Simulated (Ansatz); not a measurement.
Nudged elastic band of CH$_{5}$GeNS$_{2}$

System: CH$_{5}$GeNS$_{2}$, SMILES NC1[S][GeH2][S]1.
Method: RKS PBE/def2-SVP (Ansatz 0.2.0).

It belongs to a series of runs on one base structure; here: band between the two ends. Figures and captions count atoms from 1; the log counts them from 0 in places.

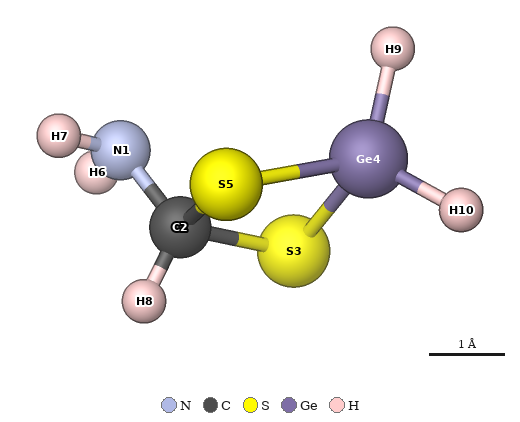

Fig. 1: The starting structure (ball-and-stick view, seen at a tilt; atoms are numbered from 1 in the order of the input). Sticks mark near contacts. Bond lengths as drawn: C–H 1.12 Å, C–N 1.44 Å, C–S 1.88 Å, Ge–H 1.55 to 1.56 Å, Ge–S 2.25 Å and H–N 1.03 Å.

Input file:
```yaml
crystal:
  periodic: [false, false, false]
  atoms:
    - { symbol: "N", position_ang: [-0.84325, 1.468843, 0.218789] }
    - { symbol: C, position_ang: [-0.870377, 0.034099, 0.297803] }
    - { symbol: S, position_ang: [-0.494965, -0.69849, -1.392277] }
    - { symbol: Ge, position_ang: [1.532692, -1.022909, -0.469916] }
    - { symbol: S, position_ang: [0.478843, -0.560649, 1.464546] }
    - { symbol: H, position_ang: [-1.562543, 1.804971, -0.43677] }
    - { symbol: H, position_ang: [-1.031741, 1.882236, 1.142869] }
    - { symbol: H, position_ang: [-1.819534, -0.438963, 0.644644] }
    - { symbol: H, position_ang: [2.654646, -0.031485, -0.897598] }
    - { symbol: H, position_ang: [2.03943, -2.488853, -0.56909] }
basis:
  gaussian: { orbitals: def2-SVP }
hamiltonian:
  xc: pbe
neb:
  order_check: false
  images: 7
  f_tol: 0.03
  max_iterations: 60
  final_atoms:
    - { symbol: "N", position_ang: [-1.430354, 1.36705895, 0.21514608] }
    - { symbol: C, position_ang: [-0.85707467, 0.08559166, 0.2735065] }
    - { symbol: S, position_ang: [-0.39445959, -0.49087314, -1.44018923] }
    - { symbol: Ge, position_ang: [1.58265503, -1.05757631, -0.51480937] }
    - { symbol: S, position_ang: [0.76704289, -0.11877065, 1.33979605] }
    - { symbol: H, position_ang: [-0.7769782, 2.0845722, -0.11942677] }
    - { symbol: H, position_ang: [-1.86958726, 1.65990902, 1.09521856] }
    - { symbol: H, position_ang: [-1.57741902, -0.62591043, 0.72303934] }
    - { symbol: H, position_ang: [2.82233223, -0.36381807, -1.14982365] }
    - { symbol: H, position_ang: [1.81704359, -2.59138323, -0.41945752] }
  initial_path:
    images:
      - { positions_ang: [[-0.84325, 1.468843, 0.218789], [-0.870377, 0.034099, 0.297803], [-0.494965, -0.69849, -1.392277], [1.532692, -1.022909, -0.469916], [0.478843, -0.560649, 1.464546], [-1.562543, 1.804971, -0.43677], [-1.031741, 1.882236, 1.142869], [-1.819534, -0.438963, 0.644644], [2.654646, -0.031485, -0.897598], [2.03943, -2.488853, -0.56909]] }
      - { positions_ang: [[-0.91670729, 1.44709064, 0.24864333], [-0.86787023, 0.02609269, 0.29620279], [-0.47550901, -0.645585, -1.40328996], [1.54775291, -1.01808059, -0.47347651], [0.50867189, -0.50402791, 1.4392959], [-1.55140713, 1.7980255, -0.48250367], [-1.00852433, 1.86796078, 1.17661047], [-1.78599421, -0.47566594, 0.63920465], [2.66124089, -0.04338006, -0.89697099], [1.97154752, -2.50363012, -0.540716]] }
      - { positions_ang: [[-0.99016458, 1.42533828, 0.27849766], [-0.86536347, 0.01808639, 0.29460258], [-0.45605301, -0.59267999, -1.41430291], [1.56281381, -1.01325217, -0.47703703], [0.53850078, -0.44740681, 1.4140458], [-1.54027127, 1.79107999, -0.52823735], [-0.98530765, 1.85368557, 1.21035193], [-1.75245442, -0.51236889, 0.6337653], [2.66783578, -0.05527512, -0.89634398], [1.90366504, -2.51840725, -0.512342]] }
      - { positions_ang: [[-1.06362187, 1.40358592, 0.308352], [-0.8628567, 0.01008008, 0.29300236], [-0.43659702, -0.53977499, -1.42531587], [1.57787472, -1.00842376, -0.48059754], [0.56832966, -0.39078572, 1.38879569], [-1.5291354, 1.78413449, -0.57397102], [-0.96209098, 1.83941035, 1.2440934], [-1.71891463, -0.54907183, 0.62832596], [2.67443067, -0.06717018, -0.89571697], [1.83578256, -2.53318437, -0.48396801]] }
      - { positions_ang: [[-1.13707916, 1.38183356, 0.33820633], [-0.86034994, 0.00207378, 0.29140215], [-0.41714102, -0.48686998, -1.43632883], [1.59293563, -1.00359535, -0.48415806], [0.59815855, -0.33416462, 1.36354559], [-1.51799954, 1.77718899, -0.61970469], [-0.93887431, 1.82513513, 1.27783487], [-1.68537484, -0.58577477, 0.62288661], [2.68102556, -0.07906524, -0.89508996], [1.76790008, -2.5479615, -0.45559401]] }
      - { positions_ang: [[-1.21039787, 1.37813991, 0.30744127], [-0.85953112, 0.02295325, 0.28692824], [-0.41147066, -0.48787077, -1.43729393], [1.59036548, -1.01709059, -0.49182088], [0.64037964, -0.28031613, 1.35760821], [-1.3327442, 1.85403479, -0.49463521], [-1.17155254, 1.7838286, 1.23218079], [-1.65838589, -0.59580869, 0.64792479], [2.71635222, -0.15025345, -0.95877339], [1.78018596, -2.55881693, -0.44655989]] }
      - { positions_ang: [[-1.28371658, 1.37444626, 0.27667621], [-0.85871231, 0.04383272, 0.28245433], [-0.40580031, -0.48887156, -1.43825903], [1.58779533, -1.03058583, -0.49948371], [0.68260072, -0.22646764, 1.35167082], [-1.14748887, 1.9308806, -0.36956573], [-1.40423078, 1.74252208, 1.18652672], [-1.63139693, -0.6058426, 0.67296298], [2.75167889, -0.22144166, -1.02245681], [1.79247183, -2.56967236, -0.43752576]] }
      - { positions_ang: [[-1.35703529, 1.3707526, 0.24591114], [-0.85789349, 0.06471219, 0.27798041], [-0.40012995, -0.48987235, -1.43922413], [1.58522518, -1.04408107, -0.50714654], [0.72482181, -0.17261915, 1.34573344], [-0.96223353, 2.0077264, -0.24449625], [-1.63690902, 1.70121555, 1.14087264], [-1.60440797, -0.61587652, 0.69800116], [2.78700556, -0.29262986, -1.08614023], [1.80475771, -2.5805278, -0.42849164]] }
      - { positions_ang: [[-1.430354, 1.36705895, 0.21514608], [-0.85707467, 0.08559166, 0.2735065], [-0.39445959, -0.49087314, -1.44018923], [1.58265503, -1.05757631, -0.51480937], [0.76704289, -0.11877065, 1.33979605], [-0.7769782, 2.0845722, -0.11942677], [-1.86958726, 1.65990902, 1.09521856], [-1.57741902, -0.62591043, 0.72303934], [2.82233223, -0.36381807, -1.14982365], [1.81704359, -2.59138323, -0.41945752]] }
```

Run on 2 threads of AMD EPYC (Zen 5), 16 GiB of memory available, shared host.

Launched with:
```bash
ansatz run input.yaml --threads 2 --pin off --max-ram 3072MiB --backend cpu --events-out ev --progress --plain --runs-dir out
```

Log:
```
Engine: ansatz 0.2.0, x86_64-unknown-linux-gnu
Functional definition: PBE
  parameter kappa = 0.804
  parameter beta = 0.06672455060314922
  exchange = pbe_x(kappa = kappa, mu = beta*pi^2/3)
  correlation = pbe_c(beta = beta)
1381 factors; their error is unknown
mean field evaluation 1: about -80753.8693 eV, gradient 5.9e1 eV
mean field evaluation 2: about -80681.4423 eV, gradient 1.4e2 eV
mean field evaluation 4: about -80760.7427 eV, gradient 1.2e1 eV
mean field evaluation 8: about -80761.0744 eV, gradient 2.7e-1 eV
mean field evaluation 16: about -80760.9760 eV, gradient 2.4e-3 eV
mean field -80760.97600669 eV, -2967.9111264902 hartree, gradient 4.5e-5 eV, S^2 0.000000; 0 other end points of the search recorded, 0 dependent functions left out
the calculation of the forces begins
reference -80760.97604341 eV, -2967.9111278396 hartree; 41, 41 occupied and 80, 80 virtual orbitals, 1381 factors
1381 factors; their error is unknown
mean field evaluation 32: about -80761.2673 eV, gradient 4.5e-2 eV
mean field -80761.26726875 eV, -2967.9218301736 hartree, gradient 7.3e-5 eV, S^2 0.000000; 0 other end points of the search recorded, 0 dependent functions left out
[... from here on the field's lines of each further geometry are left out, up to the last ...]
NEB iter   1: max|band force component| = 8.621e0 eV/Å  barrier→ = 0.8379 eV  barrier← = 1.1292 eV  Δτ_max = 0.2000 Å  (268 SCF iters)
NEB iter   2: max|band force component| = 1.298e0 eV/Å  barrier→ = 0.1758 eV  barrier← = 0.4671 eV  Δτ_max = 0.1880 Å  (209 SCF iters)
NEB iter   3: max|band force component| = 1.665e0 eV/Å  barrier→ = 0.1113 eV  barrier← = 0.4025 eV  Δτ_max = 0.0965 Å  (203 SCF iters)
NEB iter   4: max|band force component| = 5.793e-1 eV/Å  barrier→ = 0.0834 eV  barrier← = 0.3747 eV  Δτ_max = 0.1899 Å  (203 SCF iters)
NEB iter   5: max|band force component| = 9.270e-1 eV/Å  barrier→ = 0.0609 eV  barrier← = 0.3522 eV  Δτ_max = 0.0967 Å  (221 SCF iters)
NEB iter   6: max|band force component| = 5.048e-1 eV/Å  barrier→ = 0.0109 eV  barrier← = 0.3021 eV  Δτ_max = 0.0958 Å  (207 SCF iters)
NEB iter   7: max|band force component| = 3.221e-1 eV/Å  barrier→ = 0.0096 eV  barrier← = 0.3008 eV  CI = image 2  Δτ_max = 0.0953 Å  (210 SCF iters)
NEB iter   8: max|band force component| = 2.942e-1 eV/Å  barrier→ = 0.0092 eV  barrier← = 0.3004 eV  CI = image 2  Δτ_max = 0.0306 Å  (210 SCF iters)
NEB iter   9: max|band force component| = 1.861e-1 eV/Å  barrier→ = 0.0084 eV  barrier← = 0.2997 eV  CI = image 2  Δτ_max = 0.0522 Å  (217 SCF iters)
NEB iter  10: max|band force component| = 1.713e-1 eV/Å  barrier→ = 0.0071 eV  barrier← = 0.2984 eV  CI = image 2  Δτ_max = 0.0408 Å  (210 SCF iters)
NEB iter  11: max|band force component| = 4.743e-2 eV/Å  barrier→ = 0.0064 eV  barrier← = 0.2977 eV  CI = image 2  Δτ_max = 0.0416 Å  (206 SCF iters)
NEB iter  12: max|band force component| = 6.687e-2 eV/Å  barrier→ = 0.0062 eV  barrier← = 0.2975 eV  CI = image 2  Δτ_max = 0.0208 Å  (211 SCF iters)
NEB iter  13: max|band force component| = 3.098e-2 eV/Å  barrier→ = 0.0062 eV  barrier← = 0.2974 eV  CI = image 2  Δτ_max = 0.0161 Å  (217 SCF iters)
NEB iter  14: max|band force component| = 3.599e-2 eV/Å  barrier→ = 0.0061 eV  barrier← = 0.2974 eV  CI = image 2  Δτ_max = 0.0043 Å  (198 SCF iters)
the calculation of the forces begins
reference -80761.26067865 eV, -2967.9215879917 hartree; 41, 41 occupied and 80, 80 virtual orbitals, 1381 factors
1381 factors; their error is unknown
mean field -80760.96987843 eV, -2967.9109012808 hartree, gradient 1.4e-5 eV, S^2 0.000000; 1 other end points of the search recorded, 0 dependent functions left out
the calculation of the forces begins
reference -80760.96991497 eV, -2967.9109026236 hartree; 41, 41 occupied and 80, 80 virtual orbitals, 1381 factors
NEB iter  15: max|band force component| = 1.681e-2 eV/Å  barrier→ = 0.0061 eV  barrier← = 0.2974 eV  CI = image 2  Δτ_max = 0.0000 Å  (381 SCF iters)
```

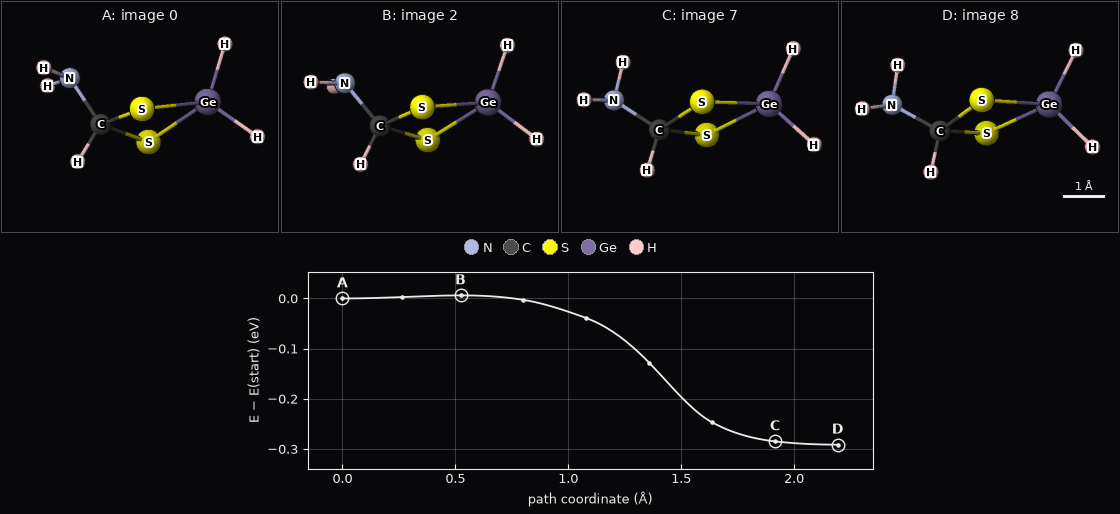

Fig. 2: Images of the last band (counted from 0; ball-and-stick, seen at a tilt) above the energy along the path; the line is a cubic interpolation that uses the forces. The highest image is number 2, 0.006 eV above the start and 0.297 eV above the end (the climbing image); the end lies 0.291 eV below the start. The path is 2.19 Å long. The band converged in 15 iterations.

```
Total energy: -80760.96991497 eV, -2967.9109026236 hartree
Atom 0 at    -0.912513     1.492858     0.305457 Å, force    -0.002814    -0.001508    -0.000599 eV/Å
Atom 1 at    -0.834256     0.064601     0.348958 Å, force     0.001623     0.000989     0.000410 eV/Å
Atom 2 at    -0.473637    -0.591375    -1.360852 Å, force     0.000211    -0.000356    -0.001136 eV/Å
Atom 3 at     1.555147    -1.045395    -0.484371 Å, force    -0.000070     0.000849     0.000270 eV/Å
Atom 4 at     0.592211    -0.525736     1.469014 Å, force    -0.000456     0.000420     0.000851 eV/Å
Atom 5 at    -1.385416     1.812266    -0.547958 Å, force     0.000819     0.000258     0.000310 eV/Å
Atom 6 at    -1.400831     1.872453     1.126653 Å, force     0.001534     0.000285     0.000337 eV/Å
Atom 7 at    -1.732812    -0.469365     0.734964 Å, force    -0.000177    -0.000678    -0.000176 eV/Å
Atom 8 at     2.713253    -0.123112    -0.966115 Å, force    -0.000005     0.000023    -0.000257 eV/Å
Atom 9 at     1.962053    -2.538394    -0.622751 Å, force    -0.000664    -0.000281    -0.000011 eV/Å
Dipole moment:    -0.180511     0.110005    -0.043872 e Å
this run last wrote the band of iteration 15 to [file]
```

The last band as extended XYZ (Å, eV, eV/Å):
```
10
Properties=species:S:1:pos:R:3:forces:R:3 image=0 energy=-80760.97601
N    -0.8433    1.4688    0.2188   -0.0111  -0.0115   0.0058
C    -0.8704    0.0341    0.2978   -0.0028   0.0110   0.0028
S    -0.4950   -0.6985   -1.3923    0.0084  -0.0006   0.0048
Ge    1.5327   -1.0229   -0.4699    0.0128  -0.0052   0.0057
S     0.4788   -0.5606    1.4645   -0.0009   0.0000  -0.0076
H    -1.5625    1.8050   -0.4368    0.0032   0.0003  -0.0011
H    -1.0317    1.8822    1.1429    0.0051  -0.0018  -0.0042
H    -1.8195   -0.4390    0.6446    0.0043   0.0028  -0.0030
H     2.6546   -0.0315   -0.8976   -0.0122  -0.0046  -0.0004
H     2.0394   -2.4889   -0.5691   -0.0069   0.0096  -0.0029
10
Properties=species:S:1:pos:R:3:forces:R:3 image=1 energy=-80760.97322
N    -0.8739    1.4845    0.2612    0.0021  -0.0020  -0.0027
C    -0.8494    0.0508    0.3221   -0.0004   0.0000  -0.0018
S    -0.4788   -0.6370   -1.3796    0.0000  -0.0033  -0.0011
Ge    1.5464   -1.0344   -0.4760   -0.0009   0.0009   0.0004
S     0.5349   -0.5411    1.4669   -0.0034  -0.0006  -0.0002
H    -1.4914    1.8007   -0.4982   -0.0075  -0.0004   0.0033
H    -1.2177    1.8820    1.1464    0.0126   0.0012   0.0013
H    -1.7744   -0.4555    0.6851   -0.0027   0.0004  -0.0030
H     2.6930   -0.0840   -0.9288   -0.0014   0.0028   0.0019
H     1.9944   -2.5172   -0.5961    0.0019   0.0011   0.0019
10
Properties=species:S:1:pos:R:3:forces:R:3 image=2 energy=-80760.96988
N    -0.9125    1.4929    0.3055   -0.0028  -0.0015  -0.0006
C    -0.8343    0.0646    0.3490    0.0016   0.0010   0.0004
S    -0.4736   -0.5914   -1.3609    0.0002  -0.0004  -0.0011
Ge    1.5551   -1.0454   -0.4844   -0.0001   0.0008   0.0003
S     0.5922   -0.5257    1.4690   -0.0005   0.0004   0.0009
H    -1.3854    1.8123   -0.5480    0.0008   0.0003   0.0003
H    -1.4008    1.8725    1.1267    0.0015   0.0003   0.0003
H    -1.7328   -0.4694    0.7350   -0.0002  -0.0007  -0.0002
H     2.7133   -0.1231   -0.9661    0.0000   0.0000  -0.0003
H     1.9621   -2.5384   -0.6228   -0.0007  -0.0003   0.0000
10
Properties=species:S:1:pos:R:3:forces:R:3 image=3 energy=-80760.97884
N    -0.9689    1.4884    0.3485   -0.0305   0.0053   0.0111
C    -0.8281    0.0742    0.3730    0.0057   0.0001   0.0012
S    -0.4755   -0.5620   -1.3420    0.0013   0.0102   0.0040
Ge    1.5604   -1.0559   -0.4933    0.0010  -0.0025   0.0017
S     0.6484   -0.5119    1.4693    0.0151   0.0050  -0.0021
H    -1.2356    1.8497   -0.5713    0.0460   0.0056  -0.0046
H    -1.5818    1.8534    1.0843   -0.0399  -0.0079  -0.0113
H    -1.6965   -0.4842    0.7869    0.0058  -0.0037   0.0152
H     2.7182   -0.1492   -1.0051    0.0031  -0.0069  -0.0098
H     1.9426   -2.5537   -0.6473   -0.0076  -0.0051  -0.0055
10
Properties=species:S:1:pos:R:3:forces:R:3 image=4 energy=-80761.01503
N    -1.0664    1.4598    0.3623   -0.0664  -0.0268   0.0204
C    -0.8354    0.0772    0.3833   -0.0124   0.0028   0.0050
S    -0.4784   -0.5500   -1.3323    0.0042   0.0107   0.0111
Ge    1.5634   -1.0649   -0.4995    0.0053  -0.0096  -0.0075
S     0.7060   -0.4778    1.4656    0.0376   0.0243  -0.0087
H    -1.0645    1.9135   -0.5503    0.1197   0.0469   0.0096
H    -1.7225    1.8397    1.0440   -0.1011  -0.0045  -0.0304
H    -1.6645   -0.5078    0.8334    0.0232  -0.0156   0.0288
H     2.7187   -0.1741   -1.0463    0.0022  -0.0171  -0.0239
H     1.9269   -2.5667   -0.6572   -0.0124  -0.0111  -0.0043
10
Properties=species:S:1:pos:R:3:forces:R:3 image=5 energy=-80761.10395
N    -1.2358    1.3987    0.2927   -0.2965  -0.1228  -0.1120
C    -0.8651    0.0650    0.3633   -0.0643  -0.0098  -0.0367
S    -0.4729   -0.5562   -1.3431    0.0034  -0.0143  -0.0046
Ge    1.5660   -1.0608   -0.4957    0.0011  -0.0037   0.0042
S     0.7298   -0.4217    1.4592    0.0567   0.1063  -0.0234
H    -0.9086    1.9727   -0.4804    0.2765   0.1090   0.1207
H    -1.7251    1.8460    1.0650    0.0058   0.0300   0.0377
H    -1.6534   -0.5477    0.8425    0.0282  -0.0669   0.0310
H     2.7235   -0.1817   -1.0572    0.0019  -0.0218  -0.0404
H     1.9249   -2.5654   -0.6433   -0.0127  -0.0060   0.0234
10
Properties=species:S:1:pos:R:3:forces:R:3 image=6 energy=-80761.22268
N    -1.3566    1.3687    0.2236   -0.1149  -0.0281  -0.0673
C    -0.8905    0.0545    0.3322   -0.0260  -0.0040  -0.0251
S    -0.4678   -0.5722   -1.3670   -0.0015  -0.0197  -0.0168
Ge    1.5643   -1.0472   -0.4997   -0.0083   0.0035  -0.0091
S     0.7178   -0.3168    1.4266   -0.0018   0.1108  -0.0391
H    -0.7785    1.9919   -0.3470    0.1283   0.0201   0.1330
H    -1.7033    1.8071    1.0819    0.0317  -0.0351   0.0221
H    -1.6555   -0.5845    0.8145    0.0012  -0.0333  -0.0144
H     2.7335   -0.1950   -1.0762    0.0030  -0.0181  -0.0372
H     1.9198   -2.5578   -0.5858   -0.0117   0.0038   0.0539
10
Properties=species:S:1:pos:R:3:forces:R:3 image=7 energy=-80761.26064
N    -1.3972    1.3676    0.2056   -0.0069  -0.0008  -0.0040
C    -0.8854    0.0622    0.2966    0.0006   0.0032  -0.0056
S    -0.4428   -0.5565   -1.4057    0.0033   0.0024  -0.0067
Ge    1.5692   -1.0458   -0.5102   -0.0002  -0.0021  -0.0021
S     0.7246   -0.2059    1.3771    0.0037   0.0239  -0.0113
H    -0.7289    2.0309   -0.2031    0.0096   0.0082   0.0290
H    -1.7719    1.7292    1.0900   -0.0120  -0.0153   0.0031
H    -1.6362   -0.6069    0.7610    0.0044  -0.0046  -0.0077
H     2.7642   -0.2597   -1.1243    0.0043  -0.0132  -0.0140
H     1.8876   -2.5664   -0.4839   -0.0067  -0.0016   0.0194
10
Properties=species:S:1:pos:R:3:forces:R:3 image=8 energy=-80761.26727
N    -1.4304    1.3671    0.2151   -0.0014  -0.0139   0.0080
C    -0.8571    0.0856    0.2735   -0.0027   0.0104   0.0113
S    -0.3945   -0.4909   -1.4402    0.0016  -0.0020  -0.0059
Ge    1.5827   -1.0576   -0.5148    0.0058  -0.0035  -0.0045
S     0.7670   -0.1188    1.3398   -0.0120   0.0014  -0.0012
H    -0.7770    2.0846   -0.1194    0.0033   0.0009  -0.0007
H    -1.8696    1.6599    1.0952    0.0005  -0.0003  -0.0058
H    -1.5774   -0.6259    0.7230    0.0092   0.0055  -0.0014
H     2.8223   -0.3638   -1.1498   -0.0027  -0.0018   0.0008
H     1.8170   -2.5914   -0.4195   -0.0017   0.0033  -0.0005
```

Summary:

| quantity | value |
| --- | --- |
| outcome | converged |
| barrier, forward | 0.006 eV |
| barrier, backward | 0.297 eV |
| wall time | 94 s (CPU time 3 min) |
| peak memory | 0.2 GiB |

Remarks:

The order of the saddle point was not checked.
